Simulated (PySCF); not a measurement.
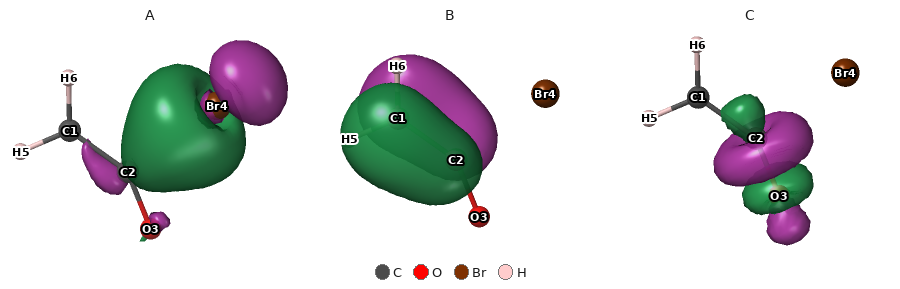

C₂H₂BrO, charge −1, SMILES `C=C([O-])Br`. Intrinsic bond orbitals (IBO), occupied and valence-virtual; each surface holds about 80 % of the orbital's density. Energies are diagonal elements of the Fock matrix.

Computed with PySCF, HF/def2-SVPD, geometry: GFN2-xTB. No frequency check shows the geometry to be a minimum. GFN2-xTB bond lengths at metals and heavier atoms can be off by up to 0.1 Å and shapes distorted, which carries into these values.

Input script:

```python
import numpy as np
from pyscf import gto, scf, dft, lo
from pyscf.data.elements import chemcore

def solve(mol, dm0=None, hcore=None):
    mf = scf.UHF(mol) if mol.spin else scf.RHF(mol)
    mf = mf.density_fit(auxbasis='def2-universal-jkfit')
    mf.conv_tol, mf.max_cycle = 1e-8, 80
    if hcore is not None:
        mf.get_hcore = lambda *args: hcore
    mf.kernel(dm0)
    if not mf.converged:
        mf = mf.newton().run(mf.mo_coeff, mf.mo_occ, max_cycle=30)
    assert mf.converged, 'SCF not converged'
    return mf

mol = gto.M(atom='''
C      1.70098    -1.15411     0.00000
C      1.28940     0.10198     0.00000
O      1.64574     1.24902     0.00000
Br    -0.99782    -0.00975     0.00000
H      2.76711    -1.33542     0.00000
H      1.04850    -2.00276     0.00000
''', basis='def2-svpd', charge=-1, spin=0, verbose=4)
mf = solve(mol)
occ_all = mf.mo_coeff[:, mf.mo_occ > 0]
occ = occ_all[:, chemcore(mol):]
loc = lo.ibo.ibo(mol, occ, iaos=lo.iao.iao(mol, occ_all))
fock, s = mf.get_fock(), mf.get_ovlp()
ortho = lo.orth_ao(mol, 'meta_lowdin')
ortho = lo.vec_lowdin(lo.iao.iao(mol, occ_all), s)
labels = lo.iao.reference_mol(mol).ao_labels(fmt=None)
vir = lo.vvo.livvo(mol, occ_all, mf.mo_coeff[:, mf.mo_occ == 0])
both = np.hstack([loc, vir])
p = (ortho.T @ s @ both) ** 2
pop = np.array([p[[l[0] == a for l in labels]].sum(0) for a in range(mol.natm)])
spd = np.array([[p[[l[0] == a and l[2][-1] == k for l in labels]].sum(0) for k in 'spd'] for a in range(mol.natm)])
eps = np.einsum('pi,pq,qi->i', both, fock, both)
for i in np.argsort(eps):
    top = np.argsort(-pop[:, i])[:3]
    print('%3d %s %9.4f Eh ' % (i + 1, 'occ' if i < loc.shape[1] else 'vir', eps[i]), '  '.join('%s%d %.3f' % (mol.atom_symbol(a), a + 1, pop[a, i]) for a in top))
np.savez('result.npz', c=both, nocc=loc.shape[1], pop=pop, spd=spd, eps=eps, e=mf.e_tot)
```

Launched as:

```sh
OMP_NUM_THREADS=1 python input.py
```

The run took 1.8 s on 1 thread of AMD EPYC 7R13 Processor (Zen 3), on a shared host, peak memory 0.17 GiB.

Q: What does each orbital represent in a Lewis picture?

A: By panel:
- A: pair mostly on Br4, shared in part with C2 (Br4 81 %, C2 17 %; −8.9 eV)
- B: π bond C1–C2 (C1 67 %, C2 33 %; −6.0 eV)
- C: σ* orbital C2–O3 (C2 59 %, O3 39 %; 27.3 eV)

Q: Which has the smallest and which the largest spatial spread?

A: Smallest: C (0.96 Å); largest: A (1.25 Å).
